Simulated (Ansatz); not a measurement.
AlF3H3N

```yaml
atoms:
  - { symbol: Al, position_ang: [0.0003, -0.0971, 0.2248] }
  - { symbol: F, position_ang: [-0.1899, 0.7218, 1.6400] }
  - { symbol: F, position_ang: [1.4659, 0.0345, -0.5131] }
  - { symbol: F, position_ang: [-1.3163, -0.1871, -0.7592] }
  - { symbol: N, position_ang: [0.0921, -2.0048, 0.9052] }
  - { symbol: H, position_ang: [-0.6812, -2.5454, 0.5557] }
  - { symbol: H, position_ang: [0.9449, -2.4484, 0.6079] }
  - { symbol: H, position_ang: [0.0611, -2.0260, 1.9107] }
```

Method: RHF/6-31G* in Ansatz 0.2.0.

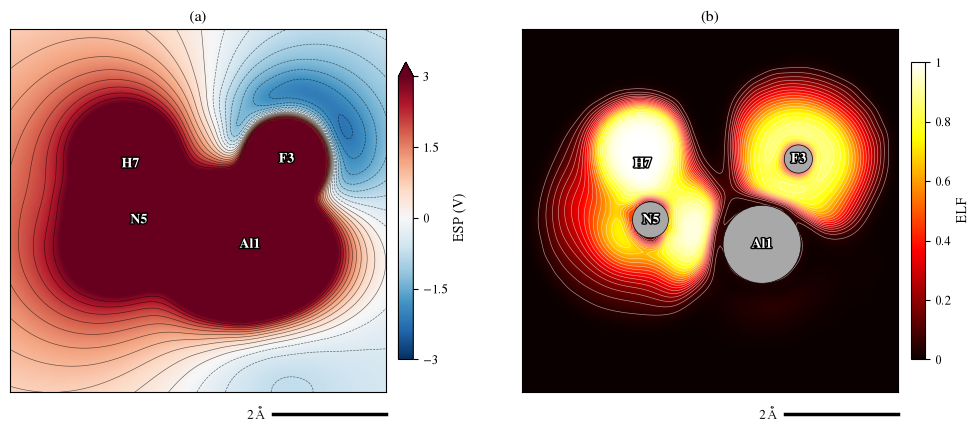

Figure 1. (a) electrostatic potential; (b) ELF on the plane of atoms F3, Al1 and N5. Grey discs cover the atomic cores in the ELF map.

### What do the fields say about this system?

The plane passes through Al, F, N and H nuclei. Al–F (1.65 Å): the ELF peaks at about 0.85 in the valence shell of F, 0.6 Å from its nucleus, and is about 0.25 at the midpoint. Al–N (2.03 Å): the ELF peaks at about 0.95 between the atoms; a shared but strongly polarised pair. N–H (1.01 Å): the ELF climbs to about 1 towards the hydrogen, as it does in any bond to H; an ordinary covalent bond to hydrogen. The ELF also peaks beside F3, away from the bonds: lone-pair regions. Outside the dense part of the molecule the potential is most negative (−2.2 V) near F3.

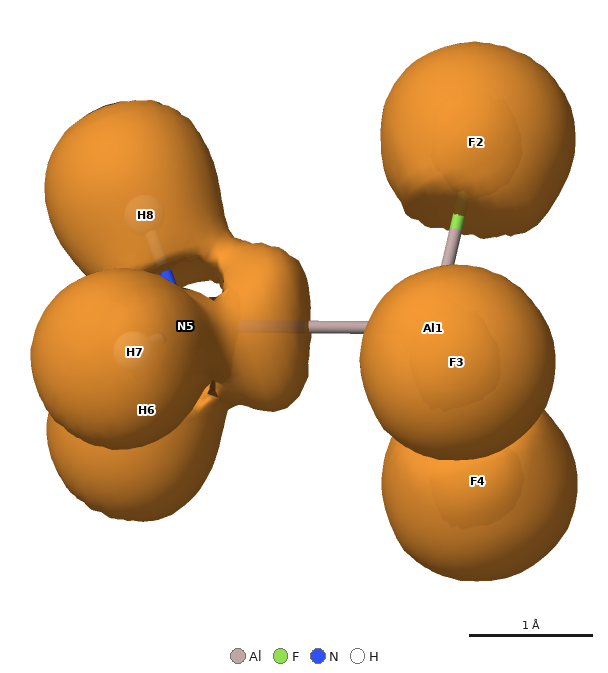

Figure 2. Isosurface of the ELF at 0.75 (orange), seen across its widest extent. Only the valence region is drawn (cores and ρ < 0.01 e/Å³ removed).

### Describe the localisation domains.

The ELF exceeds this value in three regions wrapped around F (the valence shell of each) and one joined region spread over several atoms (H, N), in which their bonds and any lone pairs are merged.

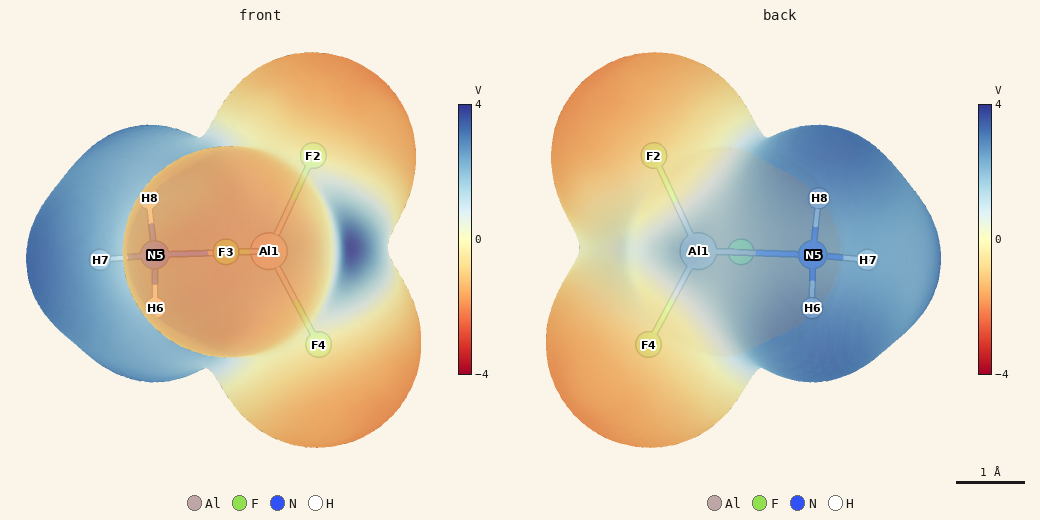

Figure 3. The electrostatic potential painted on the density surface at 0.002 e/bohr³, seen from the front and from behind; red is negative and blue positive.

### Describe the electrostatic potential map.

The most negative region (about −1.9 V) lies over F2, F3 and F4, the most positive (about +3.4 V) over Al1, H6, H7 and H8.
